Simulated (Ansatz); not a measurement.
**One shape, several levels: GeH2Cl− (SMILES [Cl][GeH2-])**

Aim: a comparison of 3 runs (HSE06/STO-3G, UB3LYP/STO-3G, CCSDT/STO-3G) of GeH2Cl−. 

The calculation is run with Ansatz 0.2.0.

6 further runs of the same task are left out: 5 that didn't finish, 1 set aside as unsound or not needed.

## (1) The structure to begin with

GeH2Cl−: 4 atoms, total charge -1, spin state singlet. SMILES: `[Cl][GeH2-]`. The Ge2–Cl1 distance was set to 2.901 Å, away from the relaxed value.

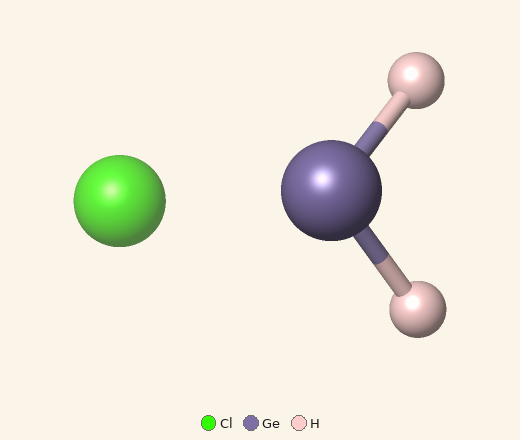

Viewed from a chosen angle; chlorine green, germanium purple, hydrogen pink.

## (2) The energy at HSE06/STO-3G (run 1)

molecule.yaml reads:

```yaml
crystal:
  periodic: [false, false, false]
  atoms:
    - {symbol: Cl, position_ang: [-1.966600, 0.688820, 1.308992]}
    - {symbol: Ge, position_ang: [0.036260, -0.806600, -0.163840]}
    - {symbol: H, position_ang: [0.151880, 0.384060, -1.448900]}
    - {symbol: H, position_ang: [1.377880, 0.032810, 0.598330]}
basis:
  gaussian:
    orbitals: STO-3G
total_charge: -1
hamiltonian:
  xc: {name: HSE06}
accuracy: high
```

Started as:

```sh
$ ansatz run molecule.yaml --threads 1 --pin off --max-ram 2610MiB --events-out events.jsonl --progress --plain --runs-dir runs
```

What it wrote:

```text
Warning: RAYON_NUM_THREADS=1 ignored (pool sized by the plan → 1); use --threads N
Functional definition: HSE06
  name "HSE06"
  parameter a = 0.25
  parameter omega = 0.11/bohr
  exchange = pbe_x - a*pbe_x_sr(omega) + a*exact_x_sr(omega)
  correlation = pbe_c
406 factors; integrals over basis functions are off by at most 8.7e-9 eV
60 factors; integrals over basis functions are off by at most 5.4e-10 eV
mean field evaluation 1: about -68234.9661 eV, gradient 8.5e1 eV
mean field evaluation 2: about -68234.9527 eV, gradient 6.0e1 eV
mean field evaluation 4: about -68271.4566 eV, gradient 4.3e0 eV
mean field evaluation 8: about -68271.6162 eV, gradient 3.2e-1 eV
mean field evaluation 16: about -68271.6173 eV, gradient 3.8e-5 eV
mean field -68271.61727593 eV, -2508.9356587262 hartree, gradient 7.3e-8 eV, S^2 0.000000; 0 other end points of the search recorded, 0 dependent functions left out
reference -68271.61727777 eV, -2508.9356587939 hartree; 26, 26 occupied and 3, 3 virtual orbitals, 406 factors
Total energy: -68271.61727777 eV, -2508.9356587939 hartree
```

Run time: 1.8 s. Hardware: 1 thread of Arm Neoverse V1, shared host; peak memory 0.1 GiB.

## (3) The energy at UB3LYP/STO-3G (run 2)

molecule.yaml: that of step 2 with these lines changed.

```diff
@@ -8,7 +8,6 @@
 basis:
-  gaussian:
-    orbitals: STO-3G
+  gaussian: {orbitals: STO-3G}
 total_charge: -1
-hamiltonian:
-  xc: {name: HSE06}
+magnetization: {spin_polarized: true}
+hamiltonian: {xc: {name: B3LYP}}
 accuracy: high
```

Started as:

```sh
$ ansatz run molecule.yaml --threads 1 --pin off --max-ram 2610MiB --events-out events.jsonl --progress --plain --runs-dir runs
```

What it wrote:

```text
Warning: RAYON_NUM_THREADS=1 ignored (pool sized by the plan → 1); use --threads N
Functional definition: B3LYP
  name "B3LYP"
  parameter a0 = 0.2
  parameter ax = 0.72
  parameter ac = 0.81
  exchange = (1 - a0 - ax)*slater_x + ax*b88_x + a0*exact_x
  correlation = (1 - ac)*vwn_rpa_c + ac*lyp_c
406 factors; integrals over basis functions are off by at most 8.7e-9 eV
mean field evaluation 1: about -68223.8344 eV, gradient 6.1e1 eV
mean field evaluation 2: about -68196.2494 eV, gradient 6.9e1 eV
mean field evaluation 4: about -68278.8623 eV, gradient 1.3e1 eV
mean field evaluation 8: about -68281.1507 eV, gradient 6.8e-2 eV
mean field evaluation 16: about -68281.1217 eV, gradient 5.4e-5 eV
mean field evaluation 32: about -68277.2784 eV, gradient 1.9e1 eV
mean field -68281.12169042 eV, -2509.2849395163 hartree, gradient 2.7e-8 eV, S^2 0.000000; 4 other end points of the search recorded, 0 dependent functions left out
reference -68281.12171905 eV, -2509.2849405685 hartree; 26, 26 occupied and 3, 3 virtual orbitals, 406 factors
Total energy: -68281.12171905 eV, -2509.2849405685 hartree
```

Wall time 3.3 s (1 thread of Arm Neoverse V1, shared host); peak memory 0.14 GiB.

## (4) A single-point energy at CCSDT/STO-3G (run 3)

job.yaml reads:

```yaml
crystal:
  periodic: [false, false, false]
  atoms:
    - symbol: Cl
      position_ang: [-1.966600, 0.688820, 1.308992]
    - symbol: Ge
      position_ang: [0.036260, -0.806600, -0.163840]
    - symbol: H
      position_ang: [0.151880, 0.384060, -1.448900]
    - symbol: H
      position_ang: [1.377880, 0.032810, 0.598330]
basis:
  gaussian: {orbitals: STO-3G}
total_charge: -1
magnetization: {spin_polarized: false, initial_magnetization: 0}
correlation: {method: ccsdt, frozen_orbitals: {Cl: 5, Ge: 9, H: 0}}
accuracy: high
scf: {omitted_lower_state_checks: [cluster_reference, increment]}
```

Started as:

```sh
$ ansatz run job.yaml --threads 1 --pin off --max-ram 2610MiB --events-out events.jsonl --progress --plain --runs-dir runs
```

What it wrote:

```text
Warning: RAYON_NUM_THREADS=1 ignored (pool sized by the plan → 1); use --threads N
[... 11 lines left out ...]
14 core orbitals not correlated: weight in the atoms' cores, before any rotation towards them, 1.000 or more for the frozen orbitals, at most 0.000 for the correlated occupied ones
[... 26 lines left out ...]
Total energy: -68229.78574607 eV, -2507.3983783583 hartree
Checks for a lower state left out: cluster_reference, increment
```

Wall time 0.5 s (1 thread of Arm Neoverse V1, shared host).

## (5) Overview of the runs

| run | level | frozen core orbitals | energy (Eh) | wall time |
| --- | --- | --- | --- | --- |
| 1 | HSE06/STO-3G | – | -2508.935659 | 1.8 s |
| 2 | UB3LYP/STO-3G | – | -2509.284941 | 3.3 s |
| 3 | CCSDT/STO-3G | 14 | -2507.398378 | 0.5 s |

## (6) Results

| quantity | value |
| --- | --- |
| run 3: total energy | -2507.39838 Eh |
| run 3: correlation energy (14 core orbitals frozen) | -63.4 mEh |
| run 3: T1 diagnostic | 0.008 |

**Reading.** Totals of different functionals can't be ranked against each other. In runs 1, 2, 3 the basis is minimal, so the values are rough. All runs together took 5.6 s, the longest 3.3 s.
